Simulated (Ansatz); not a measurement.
# quartet SiHCl2O2: levels of theory compared

Wanted: a comparison of 6 runs (UHF/3-21G, U-wB97M-V/cc-pVDZ, UB3LYP/cc-pVDZ, UBLYP/cc-pVDZ, RPA@PBE/cc-pVDZ, UCCSD(T)/cc-pVDZ) of quartet SiHCl2O2. 

The results are computed with Ansatz 0.2.0.

58 further runs of the same task are left out: 7 that didn't finish, 51 set aside as unsound or not needed. Runs told in other sessions of the task aren't counted.

## (1) The molecule

SiHCl2O2: 6 atoms, total charge 0, spin state quartet. As SMILES of the parent species, `[O][Si](O)(Cl)Cl`. Geometry: relaxed at PBE0-D4/def2-TZVP. This is one conformer, not always the lowest. That shape belongs to the parent species and isn't relaxed for this state.

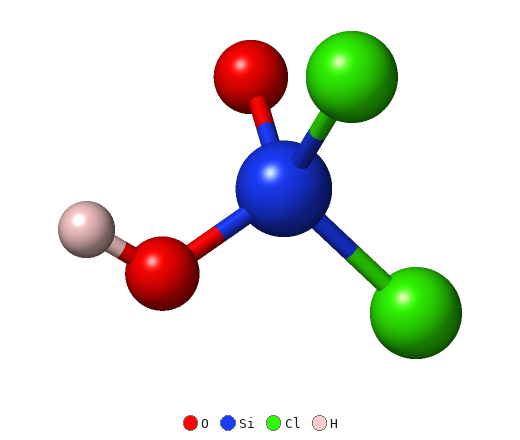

Viewed from a chosen angle; oxygen red, silicon blue, chlorine green, hydrogen pink.

## (2) A single-point energy at UHF/3-21G (run 1)

The input, job.yaml:

```yaml
crystal:
  periodic: [false, false, false]
  atoms:
    - {symbol: O, position_ang: [-1.226100, 0.180900, 1.211600]}
    - {symbol: Si, position_ang: [-0.270900, 0.041200, -0.123700]}
    - {symbol: O, position_ang: [1.051900, -0.855800, 0.114900]}
    - {symbol: Cl, position_ang: [-1.218400, -0.789200, -1.696000]}
    - {symbol: Cl, position_ang: [0.111400, 2.012000, -0.434200]}
    - {symbol: H, position_ang: [1.594100, -0.653200, 0.881200]}
basis:
  gaussian:
    orbitals: 3-21G.json
output: {orbitals: {seedname: orbitals}}
accuracy: high
magnetization:
  spin_polarized: true
  initial_magnetization: 3
hamiltonian:
  xc: hf
```

The basis set 3-21G is read from a file made from the Basis Set Exchange's data (not shown).

Started as:

```sh
$ ansatz run job.yaml --threads 1 --pin off --max-ram 3480MiB --events-out events.jsonl --progress --plain --runs-dir runs
```

Log:

```text
Warning: RAYON_NUM_THREADS=1 ignored (pool sized by the plan → 1); use --threads N
[... 31 lines left out ...]
Total energy: -36770.26127504 eV, -1351.2821780794 hartree
```

Wall time 20 s (1 thread of Arm Neoverse V2, shared host); peak memory 0.21 GiB.

## (3) The energy at U-wB97M-V/cc-pVDZ (run 2)

job.yaml, as its differences from that of step 2:

```diff
@@ -11,5 +11,3 @@
   gaussian:
-    orbitals: 3-21G.json
-output: {orbitals: {seedname: orbitals}}
-accuracy: high
+    orbitals: cc-pVDZ
 magnetization:
@@ -18,2 +16,4 @@
 hamiltonian:
-  xc: hf
+  xc: {name: wB97M-V}
+accuracy: high
+output: {orbitals: {seedname: orbitals}}
```

Started as:

```sh
$ ansatz run job.yaml --threads 1 --pin off --max-ram 3480MiB --events-out events.jsonl --progress --plain --runs-dir runs
```

Log (excerpt; [...] marks lines left out):

```text
Warning: RAYON_NUM_THREADS=1 ignored (pool sized by the plan → 1); use --threads N
Functional definition: wB97M-V
  name "wB97M-V"
[...]
  gx(w, u) = 1 - cx + cx01*u + cx10*w
  gss(w, u) = css00 + css04*u^4 + css10*w + css20*w^2 + css43*w^4*u^3
  gos(w, u) = cos00 + cos10*w + (cos20 + cos21*u)*w^2 + (cos60 + cos61*u)*w^6
[...]
      + integral(e_c_pw_mod_opposite_spin*gos(b97_w_opposite, b97_u_opposite)) + vv10(b, c)
1913 factors; integrals over basis functions are off by at most 3.6e-9 eV
352 factors; integrals over basis functions are off by at most 1.8e-9 eV
[...]
mean field -37025.11593758 eV, -1360.6479141813 hartree, gradient 2.1e-8 eV, S^2 3.765122; 6 other end points of the search recorded, 0 dependent functions left out
reference -37025.11594127 eV, -1360.6479143167 hartree; 34, 31 occupied and 53, 56 virtual orbitals, 1913 factors
Total energy: -37025.11594127 eV, -1360.6479143167 hartree
```

Wall time 4.4 min (1 thread of Arm Neoverse V2, shared host); peak memory 1.1 GiB.

## (4) The energy at UB3LYP/cc-pVDZ (run 3)

job.yaml, as its differences from that of step 3:

```diff
@@ -15,5 +15,5 @@
   initial_magnetization: 3
+output: {orbitals: {seedname: orbitals}}
 hamiltonian:
-  xc: {name: wB97M-V}
+  xc: {name: B3LYP}
 accuracy: high
-output: {orbitals: {seedname: orbitals}}
```

Started as:

```sh
$ ansatz run job.yaml --threads 1 --pin off --max-ram 3480MiB --events-out events.jsonl --progress --plain --runs-dir runs
```

Log (excerpt; [...] marks lines left out):

```text
Warning: RAYON_NUM_THREADS=1 ignored (pool sized by the plan → 1); use --threads N
Functional definition: B3LYP
  name "B3LYP"
[...]
1913 factors; integrals over basis functions are off by at most 3.6e-9 eV
[...]
mean field -37029.54560376 eV, -1360.8107014108 hartree, gradient 6.9e-8 eV, S^2 3.763853; 7 other end points of the search recorded, 0 dependent functions left out
reference -37029.54564153 eV, -1360.8107027987 hartree; 34, 31 occupied and 53, 56 virtual orbitals, 1913 factors
Total energy: -37029.54564153 eV, -1360.8107027987 hartree
```

Run time: 51 s. Hardware: 1 thread of Arm Neoverse V2, shared host; peak memory 0.53 GiB.

Runs 4 to 5 aren't shown in full; the table further down has their settings and results.

## (5) A single-point energy at UCCSD(T)/cc-pVDZ (run 6)

The input, run.yaml:

```yaml
basis:
  gaussian:
    orbitals: cc-pVDZ
crystal:
  periodic: [false, false, false]
  atoms:
    - symbol: O
      position_ang: [-1.226100, 0.180900, 1.211600]
    - symbol: Si
      position_ang: [-0.270900, 0.041200, -0.123700]
    - symbol: O
      position_ang: [1.051900, -0.855800, 0.114900]
    - symbol: Cl
      position_ang: [-1.218400, -0.789200, -1.696000]
    - symbol: Cl
      position_ang: [0.111400, 2.012000, -0.434200]
    - symbol: H
      position_ang: [1.594100, -0.653200, 0.881200]
magnetization:
  spin_polarized: true
  initial_magnetization: 3
correlation:
  method: ccsd_t
  frozen_orbitals: {Cl: 5, H: 0, O: 1, Si: 5}
accuracy: high
scf:
  omitted_lower_state_checks: [cluster_reference, increment]
```

Started as:

```sh
$ ansatz run run.yaml --threads 1 --pin off --max-ram 3480MiB --events-out events.jsonl --progress --plain --runs-dir runs
```

Log:

```text
Warning: RAYON_NUM_THREADS=1 ignored (pool sized by the plan → 1); use --threads N
[... 24 lines left out ...]
17 core orbitals not correlated: weight in the atoms' cores, before any rotation towards them, 1.000 or more for the frozen orbitals, at most 0.000 for the correlated occupied ones
[... 66 lines left out ...]
Total energy: -36974.96729718 eV, -1358.8049856382 hartree
Checks for a lower state left out: cluster_reference, increment
```

It took 3.1 min on 1 thread of Arm Neoverse V2, shared host; peak memory 0.8 GiB.

## (6) All runs side by side

```
run              level  frozen core orbitals   energy (Eh)  HOMO energy (eV)   ⟨S²⟩  wall time
  1          UHF/3-21G                     –  -1351.282178             -4.61  3.763       20 s
  2  U-wB97M-V/cc-pVDZ                     –  -1360.647914             -3.09  3.765    4.4 min
  3     UB3LYP/cc-pVDZ                     –  -1360.810703             -1.34  3.764       51 s
  4      UBLYP/cc-pVDZ                     –  -1360.762189             -0.71  3.756       24 s
  5    RPA@PBE/cc-pVDZ                    17  -1359.133705                 –  3.756       39 s
  6   UCCSD(T)/cc-pVDZ                    17  -1358.804986                 –  3.763    3.1 min
```

## (7) Outcome

| quantity | value |
| --- | --- |
| run 6: total energy | -1358.80499 Eh |
| run 6: correlation energy (17 core orbitals frozen) | -714.1 mEh |
| run 6: (T) correction | -18.01 mEh |
| run 6: ⟨S²⟩ of the reference determinant | 3.763 |
| run 6: T1 diagnostic | 0.038 |

Totals of different functionals can't be ranked against each other. All runs together took 9.7 min, the longest 4.4 min.
